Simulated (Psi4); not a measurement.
# BF (SMILES [B]F): PBE0/def2-TZVPD (density fitting with def2-universal-jkfit, sweep point 3)

Aim: the vertical ionisation energy of BF at PBE0/def2-TZVPD (density fitting with def2-universal-jkfit, sweep point 3), from 2 runs. 

The results are computed with Psi4 1.11.

2 further runs of the same task are left out: 2 set aside as unsound or not needed.

**1. The structure to begin with**

BF: 2 atoms, total charge 0, spin state singlet. SMILES: `[B]F`. The coordinates come from a GFN2-xTB relaxation.

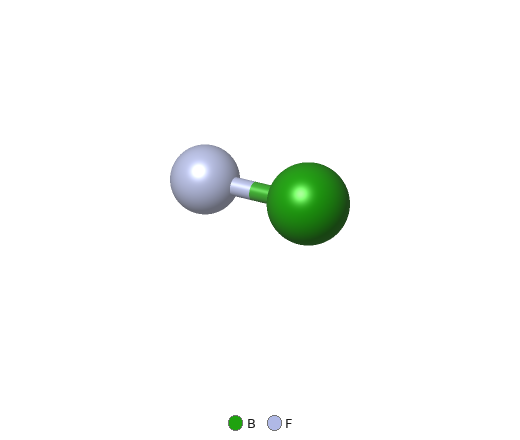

The structure, seen from a chosen angle (boron green, fluorine light blue).

**2. A single-point energy at PBE0/def2-TZVPD (density fitting with def2-universal-jkfit, sweep point 3)**

The input, input.in:

```
memory 1.6 GB

molecule system {
  0 1
  B      0.000000     0.000000     0.000000
  F      0.000000     0.000000     1.244390
  symmetry c1
}

set reference rks
set puream true
set scf_type df
set dft_radial_points 99
set dft_spherical_points 590
set df_basis_scf def2-universal-jkfit

e, wfn = energy('pbe0/def2-TZVPD', return_wfn=True)
```

On the command line:

```console
$ psi4 -n 1 input.in input.out
```

input.out:

```text
[...]
  Running in c1 symmetry.
[...]
  Nuclear repulsion =   19.136263133061178
[...]
  Multiplicity = 1
[...]
  Nalpha       = 7
  Nbeta        = 7
[...]
    Number of basis functions: 77
[...]
   @DF-RKS iter   1:  -124.55063430437546   -4.27269e-01   4.06022e-03 ADIIS/DIIS
[...]
   @DF-RKS iter   6:  -124.58024084640888   -1.97345e-07   6.18737e-07 DIIS
[...]
    Orbital Energies [Eh]
    ---------------------
    Doubly Occupied:
       1A    -24.863804     2A     -6.887969     3A     -1.342256
       4A     -0.648160     5A     -0.556567     6A     -0.556567
       7A     -0.293047
[...]
  @DF-RKS Final Energy:  -124.58024084640888
   => Energetics <=
    Nuclear Repulsion Energy =             19.1362631330611777
    One-Electron Energy =                -209.3971769781066712
    Two-Electron Energy =                  76.5250739522234085
    DFT Exchange-Correlation Energy =     -10.8444009535868187
    Empirical Dispersion Energy =           0.0000000000000000
    VV10 Nonlocal Energy =                  0.0000000000000000
    Total Energy =                       -124.5802408464088842
[...]
 Multipole Moments:
 ------------------------------------------------------------------------------------
     Multipole            Electronic (a.u.)      Nuclear  (a.u.)        Total (a.u.)
 ------------------------------------------------------------------------------------
 L = 1.  Multiply by 2.5417464519 to convert [e a0] to [Debye]
 Dipole X            :          0.0000000            0.0000000            0.0000000
 Dipole Y            :         -0.0000000            0.0000000           -0.0000000
 Dipole Z            :          0.1104069            0.3206489            0.4310559
 Magnitude           :                                                    0.4310559
[...]
```

Run time: 2.8 s. Hardware: 1 thread of Intel Xeon 6975P-C (Granite Rapids), shared host; peak memory 0.45 GiB.

**3. The doublet cation, same level**

The input, bf.dat:

```
memory 1600 mb

molecule mol {
  1 2
  B      0.000000     0.000000     0.000000
  F      0.000000     0.000000     1.244390
  symmetry c1
}

set globals {
  reference uks
  puream true
  scf_type df
  dft_radial_points 99
  dft_spherical_points 590
  df_basis_scf def2-universal-jkfit
  maxiter 150
}

energy_value, wavefunction = energy('pbe0/def2-TZVPD', return_wfn=True)
```

On the command line:

```console
$ psi4 -i bf.dat -o bf.out -n 1
```

bf.out:

```text
[...]
  Running in c1 symmetry.
[...]
  Nuclear repulsion =   19.136263133061178
[...]
  Multiplicity = 2
[...]
  Nalpha       = 7
  Nbeta        = 6
[...]
    Number of basis functions: 77
[...]
   @DF-UKS iter   1:  -124.13936041581364   -1.59953e-02   4.20918e-03 ADIIS/DIIS
[...]
   @DF-UKS iter   8:  -124.18143383983339   -5.28472e-09   1.53797e-07 DIIS
[...]
   @S^2 Observed:                7.533949027E-01
[...]
    Orbital Energies [Eh]
    ---------------------
    Alpha Occupied:
       1A    -25.196382     2A     -7.351564     3A     -1.663570
       4A     -0.963973     5A     -0.867318     6A     -0.867318
       7A     -0.724306
    Alpha Virtual:
       8A     -0.393705     9A     -0.393705    10A     -0.182405
      11A     -0.134089    12A     -0.087986    13A     -0.087986
      14A     -0.060252    15A     -0.059732    16A     -0.059732
      17A     -0.036391    18A     -0.036391    19A      0.006756
      20A      0.040715    21A      0.063585    22A      0.063585
      23A      0.070744    24A      0.171854    25A      0.218462
[...]
  @DF-UKS Final Energy:  -124.18143383983339
   => Energetics <=
    Nuclear Repulsion Energy =             19.1362631330611777
    One-Electron Energy =                -204.5397405681794396
    Two-Electron Energy =                  71.8463328487885491
    DFT Exchange-Correlation Energy =     -10.6242892535036937
    Empirical Dispersion Energy =           0.0000000000000000
    VV10 Nonlocal Energy =                  0.0000000000000000
    Total Energy =                       -124.1814338398333888
[...]
 Multipole Moments:
 ------------------------------------------------------------------------------------
     Multipole            Electronic (a.u.)      Nuclear  (a.u.)        Total (a.u.)
 ------------------------------------------------------------------------------------
 L = 1.  Multiply by 2.5417464519 to convert [e a0] to [Debye]
 Dipole X            :          0.0000000            0.0000000            0.0000000
 Dipole Y            :         -0.0000000            0.0000000           -0.0000000
 Dipole Z            :         -1.7227751            0.3206489           -1.4021262
 Magnitude           :                                                    1.4021262
[...]
```

It took 4.2 s on 1 thread of Intel Xeon 6975P-C (Granite Rapids), shared host; peak memory 0.46 GiB.

**4. What came out**

At PBE0/def2-TZVPD (density fitting with def2-universal-jkfit, sweep point 3):

```
                                          quantity          value
                          singlet BF: total energy  -124.58024 Eh
                         singlet BF: dipole moment         1.10 D
                           singlet BF: HOMO energy       -7.97 eV
                           singlet BF: LUMO energy       -0.97 eV
                         singlet BF: HOMO–LUMO gap        7.00 eV
                      doublet cation: total energy  -124.18143 Eh
doublet cation: HOMO energy (highest over α and β)      -19.71 eV
 doublet cation: LUMO energy (lowest over α and β)      -13.35 eV
                              doublet cation: ⟨S²⟩          0.753
vertical ionisation energy (to the doublet cation)      10.852 eV
```

**Reading.** Removing an electron at fixed nuclei costs 10.85 eV (1047 kJ/mol). −ε(HOMO) before ionisation, 7.97 eV, is 2.88 eV below this ionisation energy.
